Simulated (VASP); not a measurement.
Band structure of Mg (hcp). Method: optB86b-vdW, VASP's PBE PAW potentials (set 64) (plane waves; VASP).

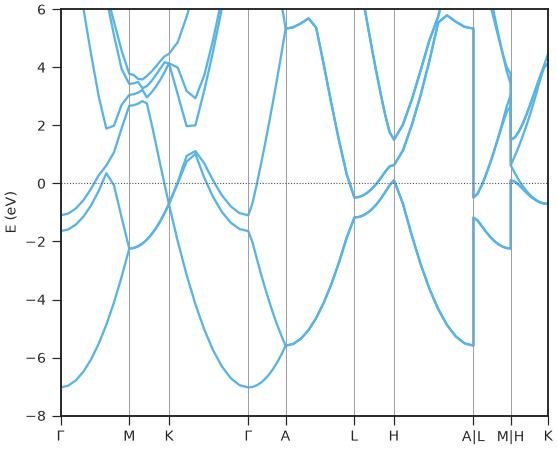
Figure: Bands along high-symmetry lines, zero at the valence-band maximum or, without a gap, the Fermi level

Question: Read the plot: is there a gap, and where are the band edges?

Answer: It has no gap at this level: it comes out as a metal or semimetal. (Edges off the drawn lines would not show.)

The compound is Mg in the hcp structure. It was relaxed first.
